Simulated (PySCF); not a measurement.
**Single-point calculation, with input and output: BH2F2 (charge −1)**

System: BH2F2, charge −1, SMILES F[BH2-]F.
Method: CCSDT(Q)/STO-3G, RHF (PySCF 2.14.0).

The geometry comes from this level: GFN2-xTB.

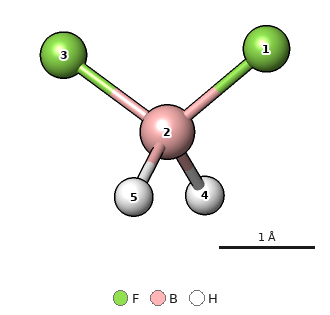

Fig. 1: The structure (ball-and-stick view, seen at a tilt; atoms are numbered from 1 in the order of the input). Bond lengths as drawn: B–F 1.42 to 1.43 Å and B–H 1.22 to 1.23 Å.

### Key numbers

```json
{"quantity": "outcome", "value": "converged"}
{"quantity": "total energy", "value": "−221.642578 hartree"}
{"quantity": "SCF energy", "value": "−221.558609 hartree"}
{"quantity": "correlation energy", "value": "−0.083968 hartree"}
{"quantity": "basis functions", "value": "17"}
{"quantity": "T1 diagnostic", "value": "0.007"}
{"quantity": "HOMO of the SCF reference", "value": "−0.62 eV"}
{"quantity": "LUMO of the SCF reference", "value": "26.74 eV"}
{"quantity": "hardware", "value": "1 thread of Arm Neoverse V2, 24 GiB of memory available, shared host"}
{"quantity": "wall time", "value": "2.7 s"}
{"quantity": "peak memory", "value": "0.12 GiB"}
```

The record of the run, not the program, notes: dipole of an ion depends on the origin.

### Input file (calc.py)
```python
from pyscf import gto, cc

mol = gto.M(
    atom=[
    ('F', (-1.176970, 0.624500, 0.383180)),
    ('B', (0.033530, 0.014270, -0.056090)),
    ('F', (0.407580, -0.947330, 0.926670)),
    ('H', (-0.171950, -0.560090, -1.118950)),
    ('H', (0.907810, 0.868650, -0.134810)),
],
    spin=0,
    charge=-1,
    verbose=4,
    max_memory=1860,
    basis='sto-3g',
)

mf = mol.RHF()
mf.conv_tol = 1e-10
mf.kernel()
if not mf.converged:
    mf = mf.newton().run(mf.mo_coeff, mf.mo_occ)

mycc = cc.CCSDT(mf, frozen=3)
mycc.kernel()
e_bracket, e_q = mycc.ccsdt_q()
e_tot = mycc.e_tot + e_q
print('Final energy', e_tot)
```

Command:
```bash
OMP_NUM_THREADS=1 python calc.py
```

### Log
```
PySCF version 2.14.0

[INPUT] num. atoms = 5
[INPUT] num. electrons = 26
[INPUT] charge = -1
[INPUT] spin (= nelec alpha-beta = 2S) = 0
[INPUT] symmetry False subgroup None
[INPUT] Mole.unit = angstrom
[INPUT] Symbol           X                Y                Z      unit          X                Y                Z       unit  Magmom
[INPUT]  1 F     -1.176970000000   0.624500000000   0.383180000000 AA   -2.224150956829   1.180133964791   0.724105256411 Bohr   0.0
[INPUT]  2 B      0.033530000000   0.014270000000  -0.056090000000 AA    0.063362516957   0.026966391798  -0.105994738327 Bohr   0.0
[INPUT]  3 F      0.407580000000  -0.947330000000   0.926670000000 AA    0.770214573850  -1.790194249584   1.751152507851 Bohr   0.0
[INPUT]  4 H     -0.171950000000  -0.560090000000  -1.118950000000 AA   -0.324938407119  -1.058416705108  -2.114509047082 Bohr   0.0
[INPUT]  5 H      0.907810000000   0.868650000000  -0.134810000000 AA    1.715512273141   1.641510598103  -0.254753978853 Bohr   0.0

nuclear repulsion = 65.4733471209166
number of shells = 11
number of NR pGTOs = 51
number of NR cGTOs = 17
basis = sto-3g
ecp = {}

******** <class 'pyscf.scf.hf.RHF'> ********
method = RHF
initial guess = minao
damping factor = 0
level_shift factor = 0
DIIS = <class 'pyscf.scf.diis.CDIIS'>
diis_start_cycle = 1
diis_space = 8
diis_damp = 0
SCF conv_tol = 1e-10
SCF conv_tol_grad = None
SCF max_cycles = 50
direct_scf = True
direct_scf_tol = 1e-13
Set gradient conv threshold to 1e-05
Initial guess from minao.
init E= -221.453842029098
  HOMO = -0.302777583711683  LUMO = 0.460681896668565  gap/eV = 20.77479
cycle= 1 E= -221.478089043745  delta_E= -0.0242  |g|= 0.421  |ddm|=  2.3
  HOMO = 0.0140167542009968  LUMO = 0.96066205199928  gap/eV = 25.75953
cycle= 2 E= -221.555538770975  delta_E= -0.0774  |g|= 0.0779  |ddm|= 0.698
  HOMO = -0.019444595278109  LUMO = 0.986649920264817  gap/eV = 27.37723
cycle= 3 E= -221.558299455172  delta_E= -0.00276  |g|= 0.0216  |ddm|= 0.125
  HOMO = -0.0229252696141244  LUMO = 0.981222810626722  gap/eV = 27.32426
cycle= 4 E= -221.558601005667  delta_E= -0.000302  |g|= 0.0035  |ddm|= 0.051
  HOMO = -0.0227011701884139  LUMO = 0.982680813185871  gap/eV = 27.35784
cycle= 5 E= -221.558609174208  delta_E= -8.17e-06  |g|= 0.000397  |ddm|= 0.00945
  HOMO = -0.0227748107516055  LUMO = 0.982630304933486  gap/eV = 27.35847
cycle= 6 E= -221.558609260922  delta_E= -8.67e-08  |g|= 1.83e-05  |ddm|= 0.00091
  HOMO = -0.0227745171311566  LUMO = 0.982614607800497  gap/eV = 27.35803
cycle= 7 E= -221.558609261084  delta_E= -1.62e-10  |g|= 3.3e-06  |ddm|= 3.34e-05
  HOMO = -0.022774462681493  LUMO = 0.982615651925731  gap/eV = 27.35806
cycle= 8 E= -221.558609261091  delta_E= -6.82e-12  |g|= 6.77e-07  |ddm|= 7.17e-06
  HOMO = -0.0227744246799295  LUMO = 0.982615569487092  gap/eV = 27.35806
Extra cycle  E= -221.558609261091  delta_E=    0  |g|= 2.83e-07  |ddm|= 1.23e-06
converged SCF energy = -221.558609261091

******** <class 'pyscf.cc.rccsdt.RCCSDT'> ********
RCCSDT nocc = 10, nmo = 14
Allocating only the i<=j<=k part of the T3 amplitude in memory
frozen orbitals 3
max_cycle = 50
conv_tol = 1e-07
conv_tol_normt = 1e-06
diis with the T3 amplitude
diis_space = 6
diis_start_cycle = 0
diis_start_energy_diff = 1e+09
einsum_backend: numpy
_make_eris_incore_RCCSDT
blksize  8    blksize_oovv  4    blksize_oooo  4    blksize_vvvv  1

WARN: A large `blksize` is being used, which may cause large memory consumption
      for storing contraction intermediates. If memory is sufficient, consider using
      `pyscf.cc.rccsdt_highm.RCCSDT` instead.

Approximate memory usage estimate
    T3 memory                 110 KB
    R3 memory                 110 KB
    Symmetrized T3 memory    55.0 KB
    ERIs memory               300 KB
    T1-ERIs memory            300 KB
    Intermediates memory      300 KB
    Block workspace           112 KB
    T3 einsum buffer          112 KB
Init t2, MP2 energy = -221.621099892903  E_corr(MP2) -0.062490631812
Init E_corr(RCCSDT) = -0.0624906318115886
cycle =  1  E_corr(RCCSDT) = -0.074399307538  dE = -1.190867572664e-02  norm(d tamps) = 4.69208605e-02
cycle =  2  E_corr(RCCSDT) = -0.081223801327  dE = -6.824493788578e-03  norm(d tamps) = 1.89086140e-02
cycle =  3  E_corr(RCCSDT) = -0.082378316493  dE = -1.154515165995e-03  norm(d tamps) = 7.85043669e-03
cycle =  4  E_corr(RCCSDT) = -0.083950181592  dE = -1.571865098707e-03  norm(d tamps) = 3.75137646e-03
cycle =  5  E_corr(RCCSDT) = -0.083972626550  dE = -2.244495864320e-05  norm(d tamps) = 4.89326049e-04
cycle =  6  E_corr(RCCSDT) = -0.083970668892  dE =  1.957658098947e-06  norm(d tamps) = 2.08949879e-04
cycle =  7  E_corr(RCCSDT) = -0.083969439126  dE =  1.229766314295e-06  norm(d tamps) = 4.62818841e-05
cycle =  8  E_corr(RCCSDT) = -0.083969215890  dE =  2.232361654142e-07  norm(d tamps) = 1.87030954e-05
cycle =  9  E_corr(RCCSDT) = -0.083969019308  dE =  1.965816624760e-07  norm(d tamps) = 7.92191696e-06
cycle = 10  E_corr(RCCSDT) = -0.083969115418  dE = -9.610998730203e-08  norm(d tamps) = 1.67207225e-06
cycle = 11  E_corr(RCCSDT) = -0.083969146785  dE = -3.136750008348e-08  norm(d tamps) = 6.51484220e-07
RCCSDT converged
E(RCCSDT) = -221.6425784078764   E_corr = -0.08396914678539825
E_corr(same-spin) = -0.00831923400277214
E_corr(oppo-spin) = -0.0756499127826261
_make_eris_incore_RCCSDT
[Q] correction =  2.031711824697e-04    (Q) correction =  8.246500132752e-07
Final energy -221.64257758322634
```

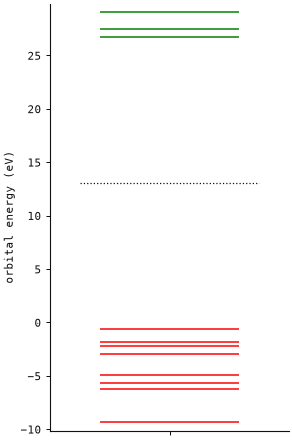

Fig. 2: Orbital energies near the frontier (SCF reference); the dotted line parts filled from empty levels, and levels within 0.02 eV of each other stand side by side. Highest filled −0.62 eV, lowest empty 26.74 eV, 27.36 eV apart.
